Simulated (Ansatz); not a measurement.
The relaxed structure here is a generated cell of MoSe2: the first start was made by placing the elements on the sites of a structure type, and the end was not matched to a known phase here, so it may be hypothetical. Known forms of MoSe2 include space group No. 194.

The end point of a relaxation of MoSe2. Space group P2₁2₁2 (No. 18). Calculation: PBE (plane waves to 420 eV, PAW, scalar-relativistic; Ansatz, a program for electronic structure).

```cif
data_Mo4Se8
_chemical_formula_sum 'Mo4 Se8'
_space_group_name_H-M_alt 'P21212'
_space_group_IT_number 18
_space_group_name_Hall 'P 2 2ab'
_cell_length_a 5.60321
_cell_length_b 6.35194
_cell_length_c 6.72726
_cell_angle_alpha 90.000
_cell_angle_beta 90.000
_cell_angle_gamma 90.000
loop_
_atom_site_label
_atom_site_type_symbol
_atom_site_symmetry_multiplicity
_atom_site_Wyckoff_symbol
_atom_site_fract_x
_atom_site_fract_y
_atom_site_fract_z
_atom_site_occupancy
Mo1 Mo 2 a 0.00000 0.00000 0.91314 1
Mo2 Mo 2 a 0.00000 0.00000 0.34169 1
Se1 Se 4 c 0.68385 0.14297 0.12564 1
Se2 Se 4 c 0.21421 0.36186 0.37122 1
```

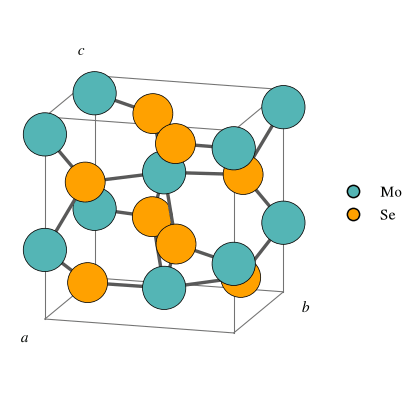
Figure. The conventional cell of the relaxed structure

```json
{
 "volume_per_atom": "19.95 Å³",
 "band_gap": "no gap (metallic)",
 "shortest_distances": "Mo–Se 2.45 Å; Se–Se 2.75 Å; Mo–Mo 2.88 Å",
 "k-mesh": "9×8×7"
}
```

Band energies at high-symmetry points (eV from the Fermi level; labels of this space group; no spin-orbit coupling), from −5 eV up to 5.0 eV:

| point | energies |
|---|---|
| Γ | -4.90 -4.85 -4.83 -4.26 -4.23 -3.91 -3.84 -3.75 -3.68 -3.48 -2.97 -2.93 -2.54 -2.50 -1.68 -1.66 -1.65 -1.63 -1.04 -0.39 -0.29 -0.08 0.00 0.24 0.29 0.35 0.39 0.69 1.43 1.77 1.90 2.05 2.09 2.38 2.86 2.92 3.33 4.02 4.07 4.74 |
| X | -4.87 -4.87 -4.73 -4.73 -4.10 -4.10 -3.54 -3.54 -3.51 -3.51 -3.02 -3.02 -2.65 -2.65 -1.32 -1.32 -1.14 -1.14 -0.96 -0.96 -0.88 -0.88 -0.16 -0.16 0.27 0.27 0.85 0.85 1.71 1.71 2.26 2.26 2.83 2.83 3.14 3.14 3.37 3.37 4.52 4.52 |
| S | -4.34 -4.34 -3.82 -3.82 -3.74 -3.74 -2.75 -2.75 -2.66 -2.66 -2.40 -2.40 -1.82 -1.82 -1.53 -1.53 -1.33 -1.33 -0.53 -0.53 -0.49 -0.49 0.45 0.45 0.76 0.76 1.69 1.69 2.33 2.33 3.05 3.05 3.31 3.31 3.62 3.62 3.78 3.78 |
| Y | -4.91 -4.91 -4.42 -4.42 -3.97 -3.97 -3.57 -3.57 -3.31 -3.31 -2.49 -2.49 -2.28 -2.28 -2.13 -2.13 -1.33 -1.33 -1.23 -1.23 -1.05 -1.05 -0.62 -0.62 0.81 0.81 0.92 0.92 1.29 1.29 2.43 2.43 2.77 2.77 3.08 3.08 3.59 3.59 3.91 3.91 |
| Z | -4.81 -4.68 -4.24 -4.23 -4.18 -4.03 -3.66 -3.46 -3.43 -3.13 -2.63 -2.58 -2.51 -2.37 -2.14 -1.85 -1.53 -1.23 -0.93 -0.84 -0.69 -0.51 -0.45 0.14 0.44 1.17 1.41 1.48 1.51 1.55 1.85 2.36 2.54 2.61 3.09 3.54 3.98 4.17 4.34 |
| U | -4.16 -4.16 -3.93 -3.93 -3.72 -3.72 -3.46 -3.46 -3.31 -3.31 -2.48 -2.48 -2.17 -2.17 -1.44 -1.44 -0.90 -0.90 -0.85 -0.85 -0.59 -0.59 0.22 0.22 0.91 0.91 1.66 1.66 1.79 1.79 2.41 2.41 2.65 2.65 3.80 3.80 4.54 4.54 |
| R | -4.81 -4.81 -3.52 -3.52 -3.42 -3.42 -2.71 -2.71 -2.68 -2.68 -2.40 -2.40 -2.28 -2.28 -2.11 -2.11 -1.77 -1.77 -1.00 -1.00 -0.38 -0.38 0.47 0.47 0.68 0.68 1.83 1.83 2.09 2.09 2.34 2.34 3.22 3.22 3.51 3.51 3.78 3.78 |
| T | -5.00 -5.00 -4.73 -4.73 -4.45 -4.45 -3.95 -3.95 -3.89 -3.89 -3.62 -3.62 -3.40 -3.40 -2.46 -2.46 -2.12 -2.12 -1.54 -1.54 -1.43 -1.43 -0.52 -0.52 -0.48 -0.48 0.39 0.39 1.08 1.08 1.44 1.44 2.26 2.26 2.34 2.34 2.95 2.95 3.37 3.37 3.97 3.97 |

No spin polarisation in the result.

It was reached from a disturbed copy of a Pnnm (No. 58) cell (AFLOW prototype AB2_oP6_58_a_g (as in Fe2C)), against which it lies -0.01 eV/atom.
